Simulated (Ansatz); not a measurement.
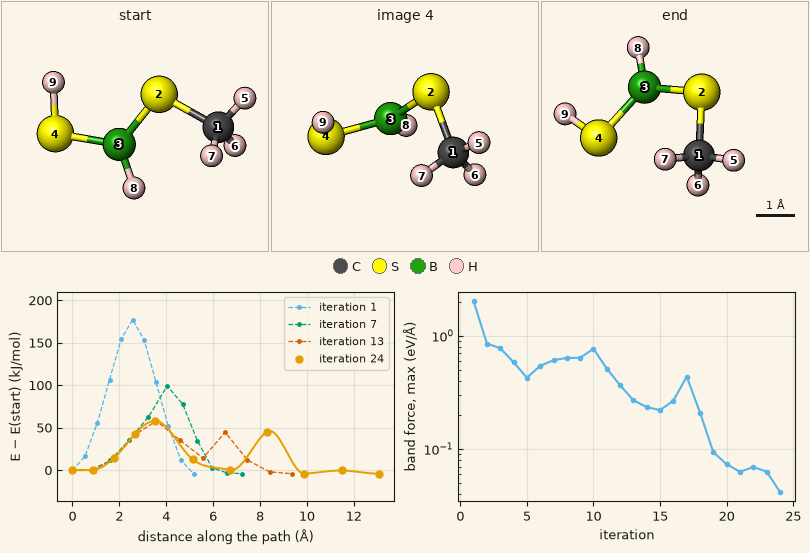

A nudged-elastic-band calculation for CH5BS2. Images are numbered from 0 (start) to 10 (end). The plot follows the band through its iterations. A ball-and-stick model, seen at a tilt.

All numbers below come from RKS PBE-D4/def2-SVP in Ansatz 0.2.0.

Input file:
```yaml
crystal:
  periodic: [false, false, false]
  atoms:
    - { symbol: C, position_ang: [-0.098765, 0.517868, -1.583854] }
    - { symbol: S, position_ang: [0.648108, 0.695016, 0.082711] }
    - { symbol: B, position_ang: [-0.144231, -0.603087, 1.026646] }
    - { symbol: S, position_ang: [0.218389, -0.898539, 2.763842] }
    - { symbol: H, position_ang: [0.35601, 1.295719, -2.225763] }
    - { symbol: H, position_ang: [-1.192635, 0.675744, -1.540464] }
    - { symbol: H, position_ang: [0.123376, -0.479261, -2.007492] }
    - { symbol: H, position_ang: [-0.96189, -1.343372, 0.519317] }
    - { symbol: H, position_ang: [1.140238, 0.093513, 2.947957] }
basis:
  gaussian: { orbitals: def2-SVP }
hamiltonian:
  xc: pbe
  dispersion: d4
neb:
  order_check: false
  images: 9
  f_tol: 0.05
  max_iterations: 60
  initial_path: idpp
  final_atoms:
    - { symbol: C, position_ang: [-0.23801919, 0.31539522, -1.53964019] }
    - { symbol: S, position_ang: [0.79665694, 1.15801456, -0.28538191] }
    - { symbol: B, position_ang: [0.55336089, 0.20667227, 1.20605886] }
    - { symbol: S, position_ang: [-0.52416005, -1.24207868, 1.25692048] }
    - { symbol: H, position_ang: [-0.11261555, 0.86295101, -2.4918618] }
    - { symbol: H, position_ang: [-1.30502366, 0.33468705, -1.24414196] }
    - { symbol: H, position_ang: [0.08825548, -0.73407314, -1.67526843] }
    - { symbol: H, position_ang: [1.15539555, 0.58979582, 2.18519122] }
    - { symbol: H, position_ang: [-0.3252504, -1.53776311, 2.57102373] }
```

Command:
```bash
ansatz run input.yaml --threads 1 --pin off --max-ram 2048MiB --backend cpu --events-out ev --progress --plain --runs-dir out
```

Did the band converge, and can the barrier be trusted?

The run is converged, with reservations. The band converged in 24 iterations. The largest component of the band force went from 2 to 0.042 eV/Å. The climbing image converged on the top of the path. Its vibrational analysis gives one imaginary mode (193i cm⁻¹), as a transition state must have. The first iteration put the highest image at 177.5 kJ/mol. Forward barrier 58.2 kJ/mol, backward barrier 62.3 kJ/mol, with image 4 at the top; the reaction energy is −4.1 kJ/mol. The profile has 3 maxima (images 4, 7, 9) with a dip at image 6, 8 (+0.3 kJ/mol, −4.0 kJ/mol), so the process runs in steps.

The run took about 9 core-minutes on a shared host.
